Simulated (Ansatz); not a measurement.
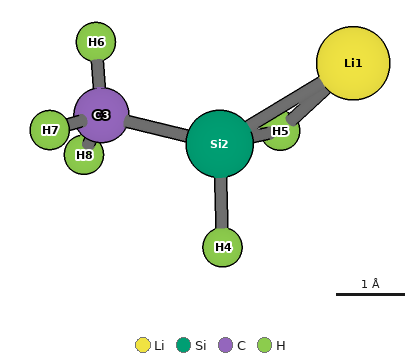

*The input geometry (ball-and-stick view, seen at a tilt; atoms are numbered from 1 in the order of the input). Sticks mark near contacts.*

# Geometry relaxation, with input and output: CH$_{5}$LiSi

System: CH$_{5}$LiSi.
Method: RKS PBE0-D4/def2-TZVP (Ansatz 0.2.0).

Figures and captions count atoms from 1; the log counts them from 0 in places.

## What the program printed
```
Functional definition: PBE0
  name "PBE0"
  cite "Adamo & Barone, J. Chem. Phys. 110, 6158 (1999) doi:10.1063/1.478522"
  cite "Perdew, Burke & Ernzerhof, Phys. Rev. Lett. 77, 3865 (1996) doi:10.1103/PhysRevLett.77.3865"
  parent pbe
  parameter a = 0.25
  parameter kappa = 0.804
  parameter beta = 0.06672455060314922
  exchange = (1 - a)*pbe_x(kappa = kappa, mu = beta*pi^2/3) + a*exact_x
  correlation = pbe_c(beta = beta)
797 factors; their error is unknown
mean field evaluation 1: about -9189.5197 eV, gradient 4.8e1 eV
mean field evaluation 2: about -9184.3918 eV, gradient 6.0e1 eV
mean field evaluation 4: about -9195.4195 eV, gradient 1.8e0 eV
mean field evaluation 8: about -9195.4290 eV, gradient 9.3e-2 eV
mean field evaluation 16: about -9195.4571 eV, gradient 4.1e-5 eV
mean field -9195.45710535 eV, -337.9268157168 hartree, gradient 4.2e-5 eV, S^2 0.000000; 0 other end points of the search recorded, 0 dependent functions left out
the calculation of the forces begins
reference -9195.45714287 eV, -337.9268170957 hartree; 14, 14 occupied and 98, 98 virtual orbitals, 797 factors
relax step   1: F+E_penalty+E_count = -9195.56113832 eV  Δ(F+E_penalty+E_count) = +0.000e0 eV  max|allowed force component| = 5.249e-1 eV/Å  Δτ_max = 0.0000 Å  (26 SCF iters, accepted)
these checks for a lower state are left out or cut short: starts, cluster_reference, orbital_swaps, neighbouring_geometries, increment
797 factors; their error is unknown
mean field -9195.48204047 eV, -337.9277320655 hartree, gradient 2.5e-5 eV, S^2 0.000000; 0 other end points of the search recorded, 0 dependent functions left out
[... from here on the field's lines of each further geometry are left out, up to the last ...]
relax step   2: F+E_penalty+E_count = -9195.58582348 eV  Δ(F+E_penalty+E_count) = -2.469e-2 eV  max|allowed force component| = 1.707e-1 eV/Å  Δτ_max = 0.0174 Å  (28 SCF iters, accepted)
relax step   3: F+E_penalty+E_count = -9195.58992594 eV  Δ(F+E_penalty+E_count) = -4.102e-3 eV  max|allowed force component| = 2.754e-2 eV/Å  Δτ_max = 0.0205 Å  (28 SCF iters, accepted)
relax step   4: F+E_penalty+E_count = -9195.59103651 eV  Δ(F+E_penalty+E_count) = -1.111e-3 eV  max|allowed force component| = 3.391e-2 eV/Å  Δτ_max = 0.0265 Å  (28 SCF iters, accepted)
relax step   5: F+E_penalty+E_count = -9195.59234666 eV  Δ(F+E_penalty+E_count) = -1.310e-3 eV  max|allowed force component| = 3.466e-2 eV/Å  Δτ_max = 0.0577 Å  (28 SCF iters, accepted)
relax step   6: F+E_penalty+E_count = -9195.59617336 eV  Δ(F+E_penalty+E_count) = -3.827e-3 eV  max|allowed force component| = 8.723e-2 eV/Å  Δτ_max = 0.0961 Å  (28 SCF iters, accepted)
relax step   7: F+E_penalty+E_count = -9195.62863410 eV  Δ(F+E_penalty+E_count) = -3.246e-2 eV  max|allowed force component| = 2.586e-1 eV/Å  Δτ_max = 0.1977 Å  (28 SCF iters, accepted)
relax step   8: F+E_penalty+E_count = -9195.71278831 eV  Δ(F+E_penalty+E_count) = -8.415e-2 eV  max|allowed force component| = 3.219e-1 eV/Å  Δτ_max = 0.1950 Å  (28 SCF iters, accepted)
relax step   9: F+E_penalty+E_count = -9195.79967880 eV  Δ(F+E_penalty+E_count) = -8.689e-2 eV  max|allowed force component| = 3.017e-1 eV/Å  Δτ_max = 0.1993 Å  (28 SCF iters, accepted)
relax step  10: F+E_penalty+E_count = -9195.83609631 eV  Δ(F+E_penalty+E_count) = -3.642e-2 eV  max|allowed force component| = 1.937e-1 eV/Å  Δτ_max = 0.1953 Å  (28 SCF iters, accepted)
relax step  11: F+E_penalty+E_count = -9195.83759227 eV  Δ(F+E_penalty+E_count) = -1.496e-3 eV  max|allowed force component| = 1.741e-1 eV/Å  Δτ_max = 0.0188 Å  (29 SCF iters, accepted)
relax step  12: F+E_penalty+E_count = -9195.84160699 eV  Δ(F+E_penalty+E_count) = -4.015e-3 eV  max|allowed force component| = 2.058e-2 eV/Å  Δτ_max = 0.0299 Å  (29 SCF iters, accepted)
relax step  13: F+E_penalty+E_count = -9195.84177678 eV  Δ(F+E_penalty+E_count) = -1.698e-4 eV  max|allowed force component| = 1.112e-2 eV/Å  Δτ_max = 0.0163 Å  (28 SCF iters, accepted)
relax step  14: F+E_penalty+E_count = -9195.84179603 eV  Δ(F+E_penalty+E_count) = -1.925e-5 eV  max|allowed force component| = 7.803e-3 eV/Å  Δτ_max = 0.0046 Å  (23 SCF iters, accepted)
the calculation of the forces begins
reference -9195.73872562 eV, -337.9371650709 hartree; 14, 14 occupied and 98, 98 virtual orbitals, 797 factors
relax step  15: F+E_penalty+E_count = -9195.84180342 eV  Δ(F+E_penalty+E_count) = -7.389e-6 eV  max|allowed force component| = 1.892e-4 eV/Å  Δτ_max = 0.0020 Å  (21 SCF iters, accepted)
797 factors; their error is unknown
mean field evaluation 128: about -9195.7387 eV, gradient 2.2e-3 eV
```

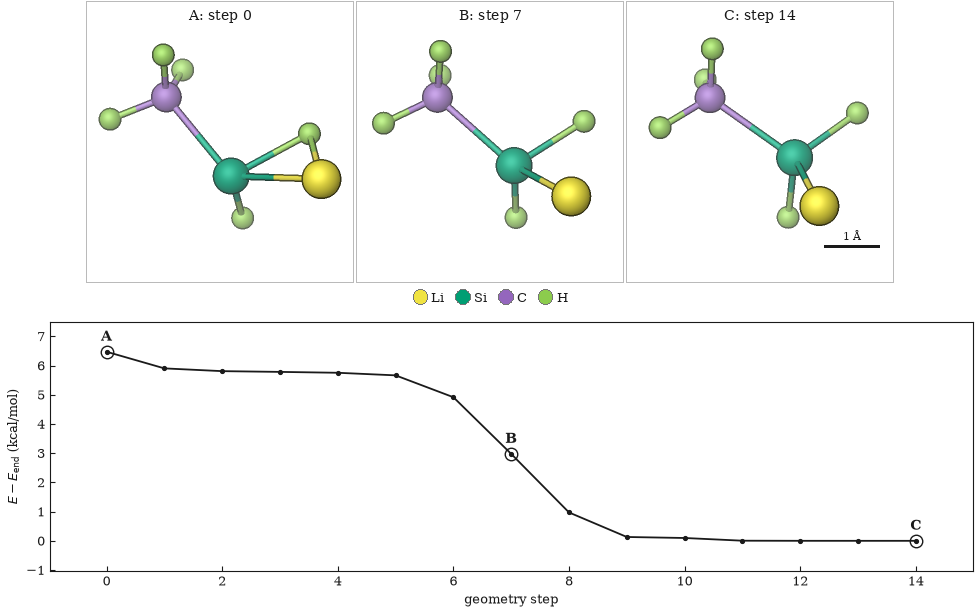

*Frames of the relaxation (ball-and-stick view, seen at a tilt) above the curves, on which the letters mark them (the first geometry is step 0 here and step 1 in the log).*

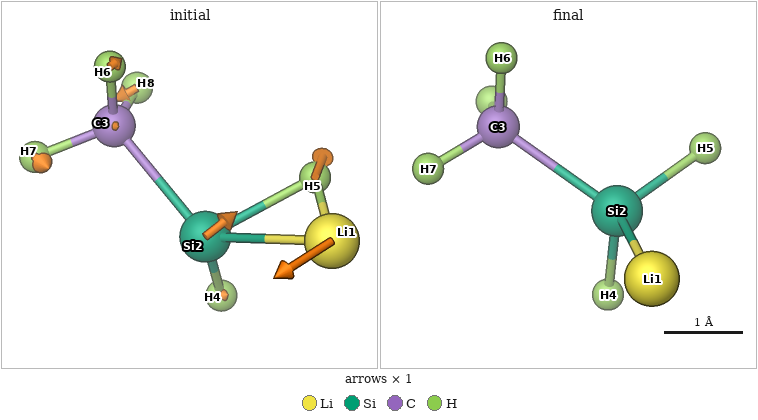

*Before (left) and after (right) the relaxation, at one scale (ball-and-stick view, seen at a tilt). The orange arrows give the displacements, at true length.*

Li1 moves most after the best rigid fit: 1.02 Å. By element the largest moves are Li 1.02 Å, H 0.78 Å, Si 0.57 Å, C 0.08 Å. Among the contacts that change: Li1–H5 1.893 → 3.361 Å, Li1–Si2 2.310 → 2.472 Å, Si2–H5 1.622 → 1.509 Å, Si2–C3 1.930 → 1.909 Å. Among the angles that change: Li1–Si2–H5 54.2° → 112.9°, Li1–Si2–C3 129.6° → 118.8°, H4–Si2–H5 94.6° → 101.3°. After 14 geometry steps the energy has fallen by 6.47 kcal/mol. Largest force component: 0.52 eV/Å at the start, 0.00019 eV/Å at the end. (Atoms are counted from 1 in the order of the input.)

```
mean field -9195.73867908 eV, -337.9371633606 hartree, gradient 1.9e-5 eV, S^2 0.000000; 1 other end points of the search recorded, 0 dependent functions left out
the calculation of the forces begins
reference -9195.73872562 eV, -337.9371650709 hartree; 14, 14 occupied and 98, 98 virtual orbitals, 797 factors
Total energy: -9195.84184996 eV, -337.9409548205 hartree
Atom 0 at    -1.530125     2.637661    -0.654511 Å, force     0.000038    -0.000096    -0.000112 eV/Å
Atom 1 at    -1.220179     0.207231    -0.324436 Å, force    -0.000133    -0.000090    -0.000059 eV/Å
Atom 2 at     0.202483    -0.392988     0.798570 Å, force     0.000097     0.000108    -0.000056 eV/Å
Atom 3 at    -1.022596    -0.541997    -1.619174 Å, force    -0.000017     0.000023     0.000006 eV/Å
Atom 4 at    -2.449670    -0.473174     0.225252 Å, force     0.000051     0.000132     0.000130 eV/Å
Atom 5 at     0.090441     0.003814     1.811082 Å, force    -0.000072    -0.000106     0.000180 eV/Å
Atom 6 at     1.167958    -0.050748     0.416559 Å, force     0.000086     0.000172     0.000100 eV/Å
Atom 7 at     0.232981    -1.483255     0.864768 Å, force    -0.000051    -0.000143    -0.000189 eV/Å
Dipole moment:    -0.107493     1.372593    -0.134096 e Å
```

## Trajectory as extended XYZ (Å, eV, eV/Å), 15 frames, from step=1 to step=15
```
8
Properties=species:S:1:pos:R:3:forces:R:3 step=1 energy=-9195.56114
Li   -2.3418    2.1178   -0.3639    0.0267  -0.0012  -0.0079
Si   -0.7568    0.4496   -0.5642   -0.0986  -0.4542   0.1448
C     0.2651   -0.4472    0.8061    0.1699  -0.0746   0.1425
H    -0.9280   -0.6221   -1.6423    0.0415   0.2419   0.2183
H    -2.2525    0.2701    0.0380    0.2186   0.0180  -0.0858
H     0.2687    0.1398    1.7482   -0.0113  -0.3014  -0.4659
H     1.3216   -0.5317    0.4723   -0.5227   0.0466   0.1612
H    -0.1049   -1.4696    1.0239    0.1759   0.5249  -0.1073
8
Properties=species:S:1:pos:R:3:forces:R:3 step=2 energy=-9195.58582
Li   -2.3275    2.1168   -0.3634    0.0124   0.0234  -0.0092
Si   -0.7612    0.4368   -0.5564   -0.0409  -0.1707   0.1031
C     0.2613   -0.4455    0.8031    0.0387   0.0058   0.0038
H    -0.9267   -0.6162   -1.6311    0.0162   0.0726   0.0577
H    -2.2408    0.2619    0.0394    0.0865  -0.0089  -0.0325
H     0.2608    0.1337    1.7352   -0.0063  -0.0814  -0.1365
H     1.3063   -0.5235    0.4725   -0.1538   0.0156   0.0459
H    -0.1008   -1.4574    1.0188    0.0474   0.1435  -0.0324
8
Properties=species:S:1:pos:R:3:forces:R:3 step=3 energy=-9195.58993
Li   -2.3106    2.1278   -0.3671    0.0056   0.0275  -0.0087
Si   -0.7698    0.4248   -0.5471   -0.0184  -0.0105   0.0170
C     0.2591   -0.4450    0.8013   -0.0107   0.0124  -0.0219
H    -0.9270   -0.6155   -1.6260    0.0021   0.0011  -0.0098
H    -2.2393    0.2511    0.0425    0.0054  -0.0223   0.0028
H     0.2514    0.1298    1.7297    0.0003   0.0087   0.0180
H     1.2993   -0.5104    0.4713    0.0166   0.0010  -0.0036
H    -0.0919   -1.4560    1.0136   -0.0009  -0.0180   0.0063
8
Properties=species:S:1:pos:R:3:forces:R:3 step=4 energy=-9195.59104
Li   -2.2948    2.1470   -0.3764    0.0013   0.0182  -0.0040
Si   -0.7798    0.4176   -0.5419   -0.0339  -0.0039   0.0129
C     0.2586   -0.4455    0.8016    0.0009   0.0064  -0.0191
H    -0.9316   -0.6161   -1.6269    0.0058  -0.0053  -0.0119
H    -2.2455    0.2365    0.0480    0.0087  -0.0049  -0.0029
H     0.2443    0.1251    1.7323   -0.0019   0.0135   0.0232
H     1.2993   -0.4965    0.4712    0.0252  -0.0009  -0.0038
H    -0.0792   -1.4615    1.0101   -0.0061  -0.0231   0.0056
8
Properties=species:S:1:pos:R:3:forces:R:3 step=5 energy=-9195.59235
Li   -2.2613    2.1901   -0.3950    0.0086   0.0113  -0.0048
Si   -0.8070    0.3984   -0.5295    0.0066   0.0217  -0.0235
C     0.2598   -0.4480    0.8019    0.0047  -0.0125   0.0093
H    -0.9386   -0.6230   -1.6289   -0.0090   0.0026   0.0076
H    -2.2653    0.2163    0.0569    0.0075  -0.0347   0.0091
H     0.2273    0.1131    1.7390    0.0006  -0.0037   0.0029
H     1.3031   -0.4635    0.4724   -0.0216   0.0033   0.0003
H    -0.0468   -1.4769    1.0014    0.0027   0.0120  -0.0009
8
Properties=species:S:1:pos:R:3:forces:R:3 step=6 energy=-9195.59617
Li   -2.2011    2.2600   -0.4222    0.0160   0.0337  -0.0133
Si   -0.8451    0.3741   -0.5151   -0.0245  -0.0197  -0.0056
C     0.2584   -0.4485    0.8018    0.0620  -0.0297   0.0236
H    -0.9549   -0.6327   -1.6301    0.0027   0.0190   0.0109
H    -2.2858    0.1640    0.0751    0.0140  -0.0515   0.0123
H     0.1983    0.0962    1.7490    0.0060  -0.0313  -0.0386
H     1.3040   -0.4115    0.4743   -0.0872  -0.0065   0.0292
H    -0.0025   -1.4952    0.9854    0.0111   0.0861  -0.0185
8
Properties=species:S:1:pos:R:3:forces:R:3 step=7 energy=-9195.62863
Li   -2.0731    2.3976   -0.4836    0.0824   0.0871  -0.0493
Si   -0.9278    0.3234   -0.4776   -0.1551  -0.0386   0.0255
C     0.2556   -0.4478    0.8016    0.1893  -0.0866   0.0206
H    -0.9796   -0.6416   -1.6344    0.0167   0.0550   0.0305
H    -2.3347    0.0482    0.1160    0.0740  -0.1594   0.0153
H     0.1491    0.0615    1.7665    0.0267  -0.0715  -0.0839
H     1.2990   -0.3117    0.4752   -0.2550  -0.0445   0.0857
H     0.0827   -1.5231    0.9543    0.0211   0.2586  -0.0444
8
Properties=species:S:1:pos:R:3:forces:R:3 step=8 energy=-9195.71279
Li   -1.9362    2.5206   -0.5481    0.1271   0.0975  -0.0631
Si   -1.0128    0.2893   -0.4322   -0.3219  -0.1358   0.0850
C     0.2462   -0.4376    0.8003    0.1739  -0.0084  -0.0171
H    -0.9885   -0.6185   -1.6378    0.0434   0.0890   0.0301
H    -2.3683   -0.1240    0.1625    0.1242  -0.1402  -0.0214
H     0.1271    0.0401    1.7776    0.0214  -0.0351  -0.0247
H     1.2738   -0.2427    0.4649   -0.1588  -0.0361   0.0542
H     0.1300   -1.5206    0.9310   -0.0093   0.1692  -0.0429
8
Properties=species:S:1:pos:R:3:forces:R:3 step=9 energy=-9195.79968
Li   -1.7644    2.5990   -0.6117    0.1163   0.0196  -0.0257
Si   -1.1154    0.2318   -0.3668   -0.3017   0.1655  -0.0167
C     0.2299   -0.4228    0.8037    0.2360  -0.1768  -0.0441
H    -0.9885   -0.5467   -1.6513    0.0130  -0.0280   0.0487
H    -2.4194   -0.3051    0.2002    0.1116  -0.1492  -0.0391
H     0.1182    0.0363    1.7892    0.0326  -0.0256   0.0158
H     1.2338   -0.1714    0.4306   -0.2152  -0.0397   0.0849
H     0.1770   -1.5146    0.9242    0.0073   0.2342  -0.0238
8
Properties=species:S:1:pos:R:3:forces:R:3 step=10 energy=-9195.83610
Li   -1.5814    2.6599   -0.6425    0.0282  -0.1235   0.0243
Si   -1.2155    0.2044   -0.3158   -0.0299   0.1007  -0.1937
C     0.2059   -0.3969    0.8005    0.1613  -0.1710  -0.0049
H    -0.9939   -0.5122   -1.6340   -0.0399   0.0349   0.1121
H    -2.4454   -0.4947    0.2114    0.0278  -0.0053  -0.0085
H     0.1139    0.0389    1.7986    0.0428  -0.0130   0.0157
H     1.1833   -0.1023    0.3932   -0.1877  -0.0146   0.0755
H     0.2044   -1.4906    0.9066   -0.0026   0.1917  -0.0205
8
Properties=species:S:1:pos:R:3:forces:R:3 step=11 energy=-9195.83759
Li   -1.5651    2.6550   -0.6345    0.0182  -0.1010   0.0159
Si   -1.2187    0.2011   -0.3190   -0.0263   0.0967  -0.1741
C     0.2038   -0.3938    0.7991    0.1494  -0.1601   0.0019
H    -0.9972   -0.5191   -1.6342   -0.0376   0.0310   0.1023
H    -2.4477   -0.4964    0.2118    0.0256  -0.0057  -0.0093
H     0.1098    0.0410    1.7975    0.0380  -0.0106   0.0122
H     1.1794   -0.0947    0.3926   -0.1673  -0.0123   0.0672
H     0.2070   -1.4866    0.9048   -0.0001   0.1619  -0.0161
8
Properties=species:S:1:pos:R:3:forces:R:3 step=12 energy=-9195.84161
Li   -1.5458    2.6392   -0.6467    0.0029  -0.0017   0.0001
Si   -1.2191    0.2095   -0.3257    0.0178   0.0039   0.0206
C     0.2020   -0.3928    0.7990    0.0109  -0.0080   0.0078
H    -1.0117   -0.5341   -1.6207   -0.0037  -0.0083  -0.0174
H    -2.4459   -0.4792    0.2179   -0.0118  -0.0016   0.0005
H     0.1028    0.0170    1.8078   -0.0045   0.0004  -0.0066
H     1.1707   -0.0702    0.4074   -0.0099   0.0064   0.0000
H     0.2183   -1.4828    0.8789   -0.0018   0.0090  -0.0049
8
Properties=species:S:1:pos:R:3:forces:R:3 step=13 energy=-9195.84178
Li   -1.5329    2.6373   -0.6505    0.0004   0.0006  -0.0012
Si   -1.2196    0.2068   -0.3248   -0.0013   0.0040  -0.0005
C     0.2028   -0.3927    0.7993   -0.0111  -0.0009  -0.0094
H    -1.0198   -0.5410   -1.6202    0.0000   0.0004   0.0034
H    -2.4501   -0.4743    0.2222    0.0037  -0.0011   0.0010
H     0.0939    0.0085    1.8104    0.0016  -0.0011  -0.0008
H     1.1682   -0.0550    0.4129    0.0004  -0.0015   0.0046
H     0.2288   -1.4829    0.8689    0.0063  -0.0005   0.0029
8
Properties=species:S:1:pos:R:3:forces:R:3 step=14 energy=-9195.84180
Li   -1.5305    2.6379   -0.6531    0.0002  -0.0005  -0.0002
Si   -1.2203    0.2072   -0.3246    0.0011  -0.0047   0.0002
C     0.2022   -0.3934    0.7984    0.0028   0.0078   0.0032
H    -1.0218   -0.5416   -1.6194   -0.0014   0.0005  -0.0013
H    -2.4498   -0.4737    0.2244   -0.0006   0.0006  -0.0003
H     0.0909    0.0054    1.8102    0.0006  -0.0012   0.0008
H     1.1676   -0.0519    0.4154    0.0005   0.0001   0.0002
H     0.2329   -1.4834    0.8668   -0.0032  -0.0026  -0.0027
8
Properties=species:S:1:pos:R:3:forces:R:3 step=15 energy=-9195.84180
Li   -1.5301    2.6377   -0.6545    0.0000  -0.0001  -0.0001
Si   -1.2202    0.2072   -0.3244   -0.0001  -0.0001  -0.0001
C     0.2025   -0.3930    0.7986    0.0001   0.0001  -0.0001
H    -1.0226   -0.5420   -1.6192    0.0000   0.0000   0.0000
H    -2.4497   -0.4732    0.2253    0.0001   0.0001   0.0001
H     0.0904    0.0038    1.8111   -0.0001  -0.0001   0.0002
H     1.1680   -0.0507    0.4166    0.0001   0.0002   0.0001
H     0.2330   -1.4833    0.8648   -0.0001  -0.0001  -0.0002
```

The run was set up as follows.

## The input
```yaml
crystal:
  periodic: [false, false, false]
  atoms:
    - {symbol: Li, position_ang: [-2.341833, 2.117767, -0.363887]}
    - {symbol: Si, position_ang: [-0.756802, 0.449573, -0.564153]}
    - {symbol: C, position_ang: [0.265054, -0.447245, 0.806073]}
    - {symbol: H, position_ang: [-0.928041, -0.622087, -1.642325]}
    - {symbol: H, position_ang: [-2.252481, 0.270099, 0.037951]}
    - {symbol: H, position_ang: [0.268667, 0.139785, 1.748191]}
    - {symbol: H, position_ang: [1.321605, -0.531721, 0.472328]}
    - {symbol: H, position_ang: [-0.104875, -1.469628, 1.023932]}
basis:
  gaussian: {orbitals: def2-TZVP}
hamiltonian: {xc: pbe0, dispersion: d4}
relax: {f_tol: 0.005, max_steps: 200}
```

Launched with:
```bash
ansatz run in.yaml --threads 2 --pin off --events-out ev --progress --plain --max-ram 4352MiB
```

## Summary

```csv
quantity,value
outcome,converged
total energy,−9195.8418 eV
mean-field energy,−9195.7387 eV
dispersion energy,−0.1031 eV
SCF solution under orbital rotations,stable
largest force (length of the vector) at the end,under 0.001 eV/Å
dipole moment,6.64 D
hardware,"2 threads of Arm Neoverse V2, 23 GiB of memory available, shared host"
wall time,22 s (CPU time 41 s)
peak memory,0.18 GiB
```
